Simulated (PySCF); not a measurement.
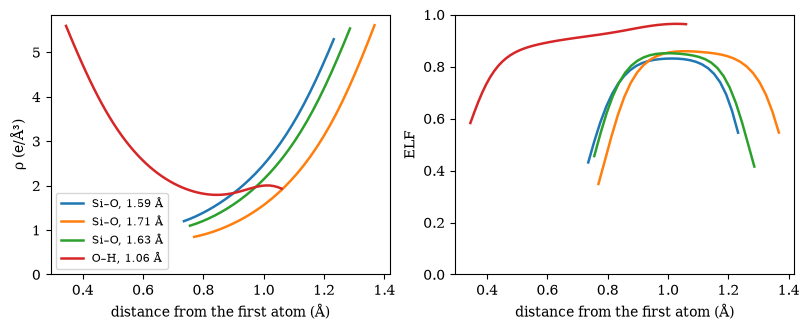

H$_{5}$O$_{3}$Si$_{2}$ (SMILES [O-][SiH2]O[SiH2]O) (charge −1). Electron density and ELF along straight lines between neighbouring atoms. The curves leave out the atomic cores.

Geometry: PBE0-D3(BJ)/def2-SVP.

Theory: PySCF, PBE0/aug-pcSseg-2, SCF density, gas phase, non-relativistic.

The calculation's input:

```
{"job": {"kind": "nmr", "xc": "PBE0", "basis": "aug-pcSseg-2"}, "charge": -1, "multiplicity": 1}
O     -0.257127     1.725523     0.618331
Si    -1.214043     0.404945     0.699712
O     -0.491642    -0.901212    -0.028489
Si     1.049671    -0.801021    -0.760036
O      1.630546     0.673501    -0.635868
H      0.613399     1.427737     0.093322
H     -1.539903     0.034205     2.126711
H     -2.552965     0.633340     0.039376
H      1.850678    -1.900165    -0.084689
H      0.822311    -1.320242    -2.168751
```

Command:

```sh
OMP_NUM_THREADS=1 python cluster_run.py task.json out
```

Q: What can be read from the curves?

A: Si–O (1.59 Å): ρ at the midpoint is about 1.4 e/Å³; the ELF peaks at about 0.85 between the atoms, as expected for a short, strongly polar bond.
Si–O (1.71 Å): ρ at the midpoint is about 1 e/Å³; the ELF peaks at about 0.85 between the atoms; a polar covalent bond.
Si–O (1.63 Å): ρ at the midpoint is about 1.3 e/Å³; the ELF peaks at about 0.85 between the atoms; a shared but strongly polarised pair.
O–H (1.06 Å): the density is about 3.1 e/Å³ at the midpoint; the ELF climbs to about 0.95 towards the hydrogen, as it does in any bond to H: an ordinary covalent bond to hydrogen.
